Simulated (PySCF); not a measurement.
```xyz
11

C     1.7213    1.3832   -0.2085
N     1.0356    0.5477    0.4170
Si    0.2396   -0.9397    0.1671
C    -1.5997   -0.3891    0.4799
F    -2.4623   -1.4103    0.2890
F    -1.8227    0.0539    1.7295
F    -2.0115    0.5966   -0.3462
H     2.0616    2.2764    0.3086
H     2.0154    1.2877   -1.2548
H     0.6366   -1.7655    1.2957
H     0.1915   -1.6383   -1.1183
```

Geometry: GFN2-xTB.

Computed with CAM-B3LYP/def2-SVPD, SCF density, gas phase in PySCF.

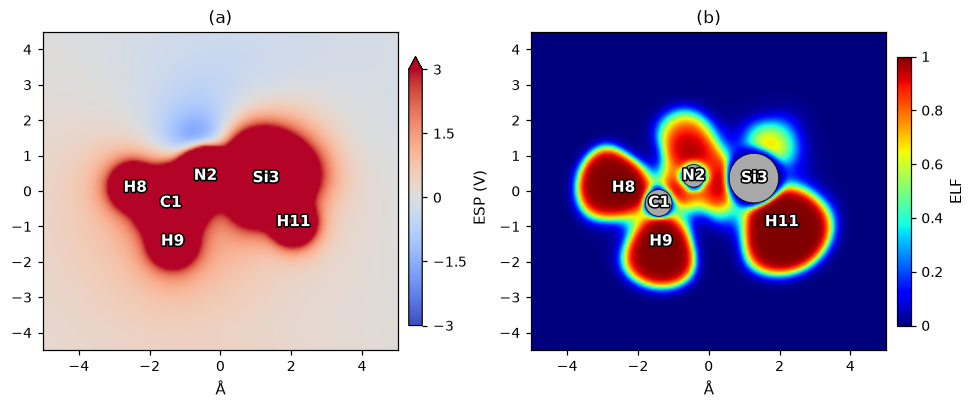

C₂H₄F₃NSi (SMILES C=N[SiH2]C(F)(F)F). (a) molecular electrostatic potential; (b) electron localisation function on the plane of atoms N2, Si3 and H11. Grey discs cover the atomic cores in the ELF map.

Q: Describe what can be read from this map.

A: Atoms in the plane: C, N, Si and H.
C–N (1.25 Å): the ELF peaks at about 0.90 between the atoms; a multiple bond.
Si–N (1.71 Å): the ELF peaks at about 0.90 between the atoms (a polar covalent bond).
C–H (1.09 Å): the ELF climbs to about 1 towards the hydrogen, as it does in any bond to H: a covalent bond by its length.
Si–H (1.46 Å): the ELF climbs to about 1 towards the hydrogen.
The ELF also peaks beside N2, away from the bonds: lone-pair regions.
Outside the dense part of the molecule the potential is most negative (−1.6 V) near N2.
